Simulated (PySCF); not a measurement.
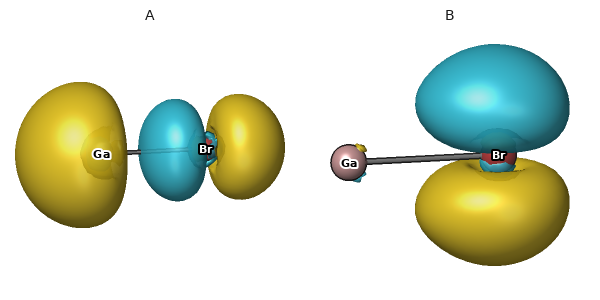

*GaBr. Two frontier orbitals, each drawn at the value that holds 80 % of its norm (yellow and cyan are the two phases), in no order; of a degenerate pair one member is drawn.*

All numbers below come from PySCF 2.14.0, PBE0/x2c-SVPall, spin-free X2C-1e, Gaussian nucleus, at a bond length of 2.370 Å.

### Label each orbital by symmetry, say whether it is occupied, and order them by energy.

Orbital B: π, occupied, −8.04 eV; mainly on Br (90 %).
Orbital A: σ, occupied, −7.29 eV; shared between the atoms (Ga 55 %, Br 45 %).
